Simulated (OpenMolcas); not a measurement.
# A workflow on C2H5BClF (SMILES BC(F)CCl)

Wanted: a single-point energy (HF/ANO-RCC-MB), then a single-point energy (CASSCF(2,2)/ANO-RCC-VDZP), then an energy scan (CASPT2(2,2)/ANO-RCC-VDZP), then an energy scan (SC-NEVPT2(2,2)/ANO-RCC-VDZP), then an energy scan (MC-PDFT[tPBE](2,2)/ANO-RCC-VDZP) of C2H5BClF. 

Program for the calculation: OpenMolcas 26.06.

## Step 1: The structure to begin with

The species is C2H5BClF (10 atoms), meant as a singlet with charge 0. SMILES: `BC(F)CCl`. Geometry: relaxed at PBE0-D4/def2-TZVP. This is one conformer, not always the lowest.

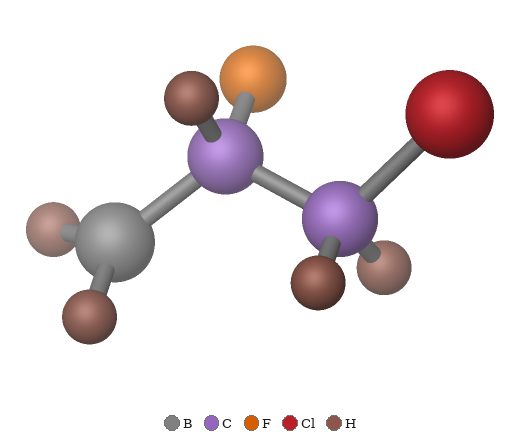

Viewed from a chosen angle; boron grey, carbon purple, fluorine orange, chlorine red, hydrogen brown.

## Step 2: The energy at HF/ANO-RCC-MB (DKH2) (run 1)

Contents of coord.xyz:

```xyz
10

B     -1.309200    -0.711700    -0.281200
C      0.178900    -0.496800     0.126500
F      0.520300    -1.080300     1.336000
C      0.655300     0.934900     0.100000
Cl     2.428700     1.067800     0.206300
H     -2.010300    -1.450800     0.336900
H     -1.707400    -0.172300    -1.270600
H      0.728500    -1.046200    -0.665100
H      0.248500     1.491800     0.943700
H      0.349800     1.412800    -0.829700
```

Contents of step1.inp:

```
&GATEWAY
COORD
coord.xyz
BASIS
ANO-RCC-MB
GROUP
NoSym
&SEWARD
&SCF
PRORBITALS
0
&LOCALISATION
OCCUPIED
FREEZE
PIPEK-MEZEY
&LOCALISATION
FILEORB
$Project.LocOrb
VIRTUAL
PIPEK-MEZEY
```

Run with:

```
export MOLCAS_MEM=1860
pymolcas step1.inp > step1.log
```

What it wrote:

```text
--- Start Module: gateway ---
[...]
--- Stop Module: gateway /rc=_RC_ALL_IS_WELL_ ---
[...]
      Basis functions           34
[...]
       Convergence after  10 Iterations
[...]
::    Total SCF energy                               -663.5933431107
[...]
      Total spin, S                                     0.0000000000
[...]
      Total electronic charge=   48.000000
      Total            charge=   -0.000000
[...]
      Dipole Moment (debye):
      Origin of the operator (angstrom)=    0.9360    0.1540    0.3268
                   X= -2.2917E+00               Y=  6.4562E-01               Z= -1.9043E+00           Total=  3.0488E+00
      Quadrupole Moment (debye*angstrom):
[...]
--- Start Module: localisation ---
[...]
--- Stop Module: localisation /rc=_RC_ALL_IS_WELL_ ---
--- Start Module: localisation ---
[...]
--- Stop Module: localisation /rc=_RC_ALL_IS_WELL_ ---
[...]
```

It took 7.8 s on 1 thread of Intel Xeon Platinum 8259CL at 2.50GHz (Skylake/Cascade Lake), shared host; peak memory 0.41 GiB.

## Step 3: A single-point energy at CASSCF(2,2)/ANO-RCC-VDZP (DKH2, RICD fitting) (run 2)

coord.xyz is that of step 2.

Contents of step2.input:

```
&GATEWAY
 Coord=coord.xyz
 Basis=ANO-RCC-MB
 Group=NoSym

&SEWARD

&RASSCF
 FileOrb=$CurrDir/step1.LocOrb
 Alter=2
 1 12 24
 1 25 31
 Spin=1
 Nactel=2 0 0
 Inactive=23
 Ras2=2
 OrbListing=Nothing
>>> COPY $Project.RunFile RUNFIL1
>>> COPY $Project.RasOrb INPORB

&GATEWAY
 Coord=coord.xyz
 Basis=ANO-RCC-VDZP
 Group=NoSym
 RICD

&SEWARD
>>> COPY $Project.RunFile RUNFIL2

&EXPBAS

&RASSCF
 FileOrb=$Project.ExpOrb
 Spin=1
 Nactel=2 0 0
 Inactive=23
 Ras2=2
 OrbListing=Nothing
 OrbAppear=Compact
```

Run with:

```
export MOLCAS_MEM=1860
pymolcas step2.input > step2.log
```

What it wrote:

```text
--- Start Module: gateway ---
[...]
--- Stop Module: gateway /rc=_RC_ALL_IS_WELL_ ---
[...]
      Basis functions           34
[...]
      Number of active orbitals                  2
[...]
      Spin quantum number                      0.0
[...]
      Active orbitals                            2
[...]
      Number of CSFs                             3
[...]
      Number of root(s) required                 1
[...]
      Convergence after 11 iterations
[...]
      printout of CI-coefficients larger than  0.05 for root  1
      energy=    -663.606591
      conf/sym  11     Coeff  Weight
             1  20   0.99589 0.99180
             3  02  -0.09054 0.00820
      Natural orbitals and occupation numbers for root  1
      sym 1:   1.983607   0.016393
      ************************************************************************************************************************
      *                                                    Final results                                                     *
[...]
::    RASSCF root number  1 Total energy:   -663.60659053
[...]
      Basis functions           99
[...]
--- Start Module: expbas ---
[...]
--- Stop Module: expbas /rc=_RC_ALL_IS_WELL_ ---
--- Start Module: rasscf ---
[...]
      Convergence after 12 iterations
[...]
      Natural orbitals and occupation numbers for root  1
      sym 1:   1.983926   0.016074
      ************************************************************************************************************************
      *                                                    Final results                                                     *
[...]
::    RASSCF root number  1 Total energy:   -663.88006480
[...]
      Total electronic charge=   48.000000
      Total            charge=   -0.000000
[...]
      Dipole Moment (debye):
      Origin of the operator (angstrom)=    0.9360    0.1540    0.3268
                   X= -2.4656E+00               Y=  6.8902E-01               Z= -1.9461E+00           Total=  3.2157E+00
      Quadrupole Moment (debye*angstrom):
[...]
--- Stop Module: rasscf /rc=_RC_ALL_IS_WELL_ ---
[...]
```

Run time: 19 s. Hardware: 1 thread of Intel Xeon Platinum 8259CL at 2.50GHz (Skylake/Cascade Lake), shared host; peak memory 0.41 GiB.

## Step 4: An energy scan at CASPT2(2,2)/ANO-RCC-VDZP (DKH2, RICD fitting, ipea shift 0.25 Eh, pt2 variant SS) (run 3)

Contents of step3.input:

```
>>> COPY $CurrDir/step2.RasOrb $Project.RasOrb
>>> ForEach K in (1, 2, 3, 4, 5, 6, 7, 8, 9)

&GATEWAY
 Coord = $CurrDir/point$K.xyz
 Basis = ANO-RCC-VDZP
 Group = NoSym
 RICD

&SEWARD

&RASSCF
 FileOrb = $Project.RasOrb
 Spin = 1
 Nactel = 2 0 0
 Inactive = 23
 Ras2 = 2
 OrbListing = Nothing
 OrbAppear = Compact

&CASPT2
 Imaginary = 0.2
 Frozen = 9
>>> EndDo
```

Run with:

```
export MOLCAS_MEM=1860
pymolcas step3.input > step3.log
```

What it wrote:

```text
[...]
      Basis functions           99
[...]
      Number of active orbitals                  2
[...]
      Spin quantum number                      0.0
[...]
      Active orbitals                            2
[...]
      Number of CSFs                             3
[...]
      Number of root(s) required                 1
[...]
      Convergence after 11 iterations
[...]
      Natural orbitals and occupation numbers for root  1
      sym 1:   1.990637   0.009363
      ************************************************************************************************************************
      *                                                    Final results                                                     *
[...]
::    RASSCF root number  1 Total energy:   -663.85863307
[...]
::    CASPT2 Root  1     Total energy:   -664.54669862
[...]
      Convergence after 10 iterations
[...]
      Natural orbitals and occupation numbers for root  1
      sym 1:   1.983931   0.016069
      ************************************************************************************************************************
      *                                                    Final results                                                     *
[...]
      Convergence after 12 iterations
[...]
      Natural orbitals and occupation numbers for root  1
      sym 1:   1.719145   0.280855
      ************************************************************************************************************************
      *                                                    Final results                                                     *
[...]
      Convergence after 14 iterations
[...]
      Natural orbitals and occupation numbers for root  1
      sym 1:   1.465076   0.534924
      ************************************************************************************************************************
      *                                                    Final results                                                     *
[...]
      Convergence after  9 iterations
[...]
      Natural orbitals and occupation numbers for root  1
      sym 1:   1.207839   0.792161
      ************************************************************************************************************************
      *                                                    Final results                                                     *
[...]
::    RASSCF root number  1 Total energy:   -663.73880733
[...]
::    CASPT2 Root  1     Total energy:   -664.40579181
[...]
      Convergence after  8 iterations
[...]
::    RASSCF root number  1 Total energy:   -663.73712804
[...]
::    CASPT2 Root  1     Total energy:   -664.40240257
[...]
```

It took 2.2 min on 1 thread of Intel Xeon Platinum 8259CL at 2.50GHz (Skylake/Cascade Lake), shared host; peak memory 0.085 GiB.

The scan, from its lowest point:

```tsv
C4–C2 (Å)	energy (kJ/mol)
1.358	45.5
1.509	0.0
1.660	21.6
1.886	99.9
2.188	213.0
2.565	317.7
3.018	384.6
3.622	415.4
4.527	424.3
```

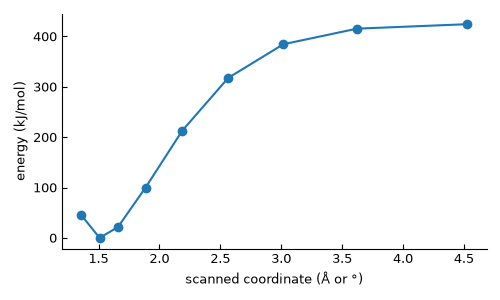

Energy along the scan.

## Step 5: An energy scan at SC-NEVPT2(2,2)/ANO-RCC-VDZP (DKH2, RICD fitting, pt2 variant SC-NEVPT2) (run 4)

Contents of step4.inp:

```
>>> EXPORT MOLCAS_PRINT=2
>>> COPY $CurrDir/step2.RasOrb $Project.RasOrb
>>> ForEach K in (1, 2, 3, 4, 5, 6, 7, 8, 9)
&GATEWAY
Coord=$CurrDir/point$K.xyz
Basis=ANO-RCC-VDZP
Group=NoSym
RICD
&SEWARD
&RASSCF
FileOrb=$Project.RasOrb
Spin=1
Nactel=2 0 0
Inactive=23
Ras2=2
OrbListing=Nothing
OrbAppear=Compact
&CASPT2
SC-NEVPT2
Frozen=9
>>> EndDo
```

Run with:

```
export MOLCAS_MEM=1860
pymolcas step4.inp > step4.log
```

What it wrote:

```text
[...]
      Basis functions           99
[...]
      Number of active orbitals                  2
[...]
      Spin quantum number                      0.0
[...]
      Active orbitals                            2
[...]
      Number of CSFs                             3
[...]
      Number of root(s) required                 1
[...]
      Convergence after 11 iterations
[...]
      printout of CI-coefficients larger than  0.05 for root  1
      energy=    -663.858633
      conf/sym  11     Coeff  Weight
             1  20   0.99766 0.99532
             3  02  -0.06842 0.00468
      Natural orbitals and occupation numbers for root  1
      sym 1:   1.990637   0.009363
      ************************************************************************************************************************
      *                                                    Final results                                                     *
[...]
::    RASSCF root number  1 Total energy:   -663.85863307
[...]
      E2 (Variational):          -0.6818788914
[...]
::    SC-NEVPT2 Root  1     Total energy:   -664.54045730
[...]
      Convergence after 10 iterations
[...]
      Natural orbitals and occupation numbers for root  1
      sym 1:   1.983931   0.016069
      ************************************************************************************************************************
      *                                                    Final results                                                     *
[...]
      Convergence after 12 iterations
[...]
      Natural orbitals and occupation numbers for root  1
      sym 1:   1.719145   0.280855
      ************************************************************************************************************************
      *                                                    Final results                                                     *
[...]
      Convergence after 14 iterations
[...]
      Natural orbitals and occupation numbers for root  1
      sym 1:   1.465076   0.534924
      ************************************************************************************************************************
      *                                                    Final results                                                     *
[...]
      Convergence after  9 iterations
[...]
::    RASSCF root number  1 Total energy:   -663.73880733
[...]
::    SC-NEVPT2 Root  1     Total energy:   -664.39974343
[...]
      Convergence after  8 iterations
[...]
::    RASSCF root number  1 Total energy:   -663.73712804
[...]
      E2 (Variational):          -0.6595112715
[...]
      Reference weight:           0.81373
[...]
::    SC-NEVPT2 Root  1     Total energy:   -664.39663931
[...]
```

It took 2 min on 1 thread of Intel Xeon Platinum 8259CL at 2.50GHz (Skylake/Cascade Lake), shared host; peak memory 0.085 GiB.

The scan, from its lowest point:

```tsv
C4–C2 (Å)	energy (kJ/mol)
1.358	48.2
1.509	0.0
1.660	19.3
1.886	95.4
2.188	209.2
2.565	318.0
3.018	387.5
3.622	417.7
4.527	425.8
```

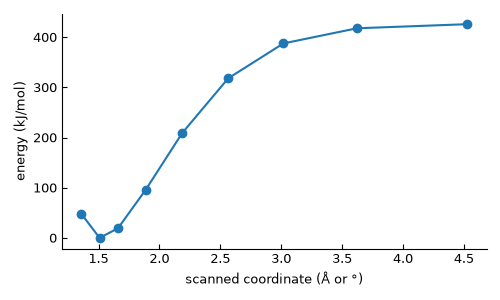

Energy along the scan.

## Step 6: An energy scan at MC-PDFT[tPBE](2,2)/ANO-RCC-VDZP (DKH2, RICD fitting) (run 5)

Contents of step5.input:

```
>>> COPY $CurrDir/step2.RasOrb $Project.RasOrb
>>> ForEach K in (1, 2, 3, 4, 5, 6, 7, 8, 9)

&GATEWAY
 Coord=$CurrDir/point$K.xyz
 Basis=ANO-RCC-VDZP
 Group=NoSym
 RICD

&SEWARD

&RASSCF
 FileOrb=$Project.RasOrb
 Spin=1
 Nactel=2 0 0
 Inactive=23
 Ras2=2
 OrbListing=Nothing
 OrbAppear=Compact

&MCPDFT
 KSDFT=T:PBE
>>> EndDo
```

Run with:

```
export MOLCAS_MEM=1860
pymolcas step5.input > step5.log
```

What it wrote:

```text
--- Start Module: gateway ---
[...]
      Basis functions           99
[...]
      Number of active orbitals                  2
[...]
      Spin quantum number                      0.0
[...]
      Active orbitals                            2
[...]
      Number of CSFs                             3
[...]
      Number of root(s) required                 1
[...]
      Convergence after 11 iterations
[...]
      printout of CI-coefficients larger than  0.05 for root  1
      energy=    -663.858633
      conf/sym  11     Coeff  Weight
             1  20   0.99766 0.99532
             3  02  -0.06842 0.00468
      Natural orbitals and occupation numbers for root  1
      sym 1:   1.990637   0.009363
      ************************************************************************************************************************
      *                                                    Final results                                                     *
[...]
::    RASSCF root number  1 Total energy:   -663.85863307
[...]
::    MCPDFT root number  1 Total energy:   -665.22996569
[...]
      Convergence after 10 iterations
[...]
      Natural orbitals and occupation numbers for root  1
      sym 1:   1.983931   0.016069
      ************************************************************************************************************************
      *                                                    Final results                                                     *
[...]
      Convergence after 12 iterations
[...]
      Natural orbitals and occupation numbers for root  1
      sym 1:   1.719145   0.280855
      ************************************************************************************************************************
      *                                                    Final results                                                     *
[...]
      Convergence after 14 iterations
[...]
      Natural orbitals and occupation numbers for root  1
      sym 1:   1.465076   0.534924
      ************************************************************************************************************************
      *                                                    Final results                                                     *
[...]
      Convergence after  9 iterations
[...]
::    RASSCF root number  1 Total energy:   -663.73880733
[...]
::    MCPDFT root number  1 Total energy:   -665.08087920
[...]
      Convergence after  8 iterations
[...]
::    RASSCF root number  1 Total energy:   -663.73712804
[...]
      Total electronic charge=   48.000000
      Total            charge=   -0.000000
[...]
::    MCPDFT root number  1 Total energy:   -665.07835575
[...]
```

Run time: 2.3 min. Hardware: 1 thread of Intel Xeon Platinum 8259CL at 2.50GHz (Skylake/Cascade Lake), shared host; peak memory 0.085 GiB.

The scan, from its lowest point:

```tsv
C4–C2 (Å)	energy (kJ/mol)
1.358	44.4
1.509	0.0
1.660	20.7
1.886	97.5
2.188	213.0
2.565	327.0
3.018	403.4
3.622	435.8
4.527	442.5
```

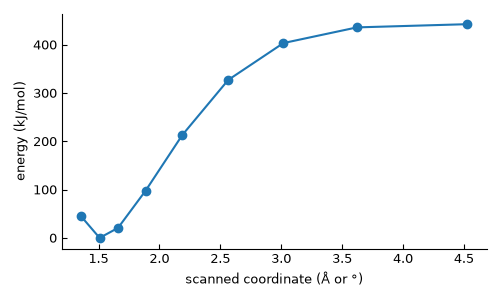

Energy along the scan.

## Step 7: Results

| quantity | value |
| --- | --- |
| run 1, HF/ANO-RCC-MB: total energy | -663.59334 Eh |
| run 1, HF/ANO-RCC-MB: dipole moment | 3.05 D |
| run 1, HF/ANO-RCC-MB: HOMO energy | -12.59 eV |
| run 1, HF/ANO-RCC-MB: LUMO energy | 1.09 eV |
| run 1, HF/ANO-RCC-MB: HOMO–LUMO gap | 13.69 eV |
| run 2, CASSCF(2,2)/ANO-RCC-VDZP: total energy | -663.88006 Eh |
| run 2, CASSCF(2,2)/ANO-RCC-VDZP: dipole moment (CASSCF density) | 3.22 D |
| run 3, CASPT2(2,2)/ANO-RCC-VDZP: lowest energy of the scan | -664.56402 Eh |
| run 4, SC-NEVPT2(2,2)/ANO-RCC-VDZP: lowest energy of the scan | -664.55882 Eh |
| run 5, MC-PDFT[tPBE](2,2)/ANO-RCC-VDZP: lowest energy of the scan | -665.24688 Eh |

**Reading.** Mulliken charges (run 1, HF/ANO-RCC-MB) run from -0.32 on C4 to +0.20 on H9; they depend strongly on the basis. Mulliken charges (run 2, CASSCF(2,2)/ANO-RCC-VDZP) run from -0.37 on F3 to +0.38 on C2.
